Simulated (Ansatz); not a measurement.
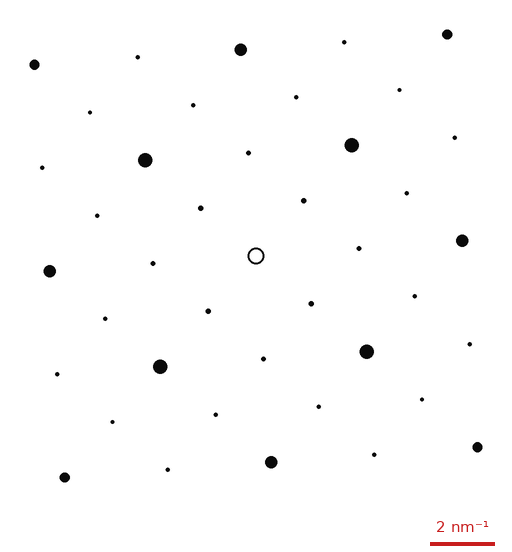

The pattern is a kinematic simulation for 200 kV electrons (no multiple scattering; isotropic B = 0.5 Å²).

It belongs to YbAg3, space group Pm-3m (No. 221), a = 4.350 Å. Structure: the input geometry of an electronic-structure calculation (not necessarily at equilibrium); the starting structure was generated, so it need not be a known form of this composition.

```json
{"atom": "Yb", "site": "1a", "symmetry": "m-3m", "x": "0.0000", "y": "0.0000", "z": "0.0000"}
{"atom": "Ag", "site": "3c", "symmetry": "4/mm.m", "x": "0.0000", "y": "0.5000", "z": "0.5000"}
```

Q: Which low-index zone axis gives this pattern?

A: The spots form a square net with both shortest vectors at d = 4.35 Å, 90.0° apart. They index as 1 0 0 (weak) and 0 1 0 (weak), so the zone axis is [001] (or an equivalent direction of <001>).

Q: List the strongest reflections.

A: Strongest reflections with d > 1.34 Å, one of each family (|F|² from tabulated Gaussian fits of the electron scattering factors, times a small damping for the curvature of the Ewald sphere):

```json
{"hkl": "2 0 0", "d (Å)": "2.175", "I (strongest = 100)": "100"}
{"hkl": "2 2 0", "d (Å)": "1.538", "I (strongest = 100)": "53"}
{"hkl": "1 0 0", "d (Å)": "4.350", "I (strongest = 100)": "1"}
{"hkl": "1 1 0", "d (Å)": "3.076", "I (strongest = 100)": "0"}
{"hkl": "2 1 0", "d (Å)": "1.945", "I (strongest = 100)": "0"}
{"hkl": "3 0 0", "d (Å)": "1.450", "I (strongest = 100)": "0"}
```
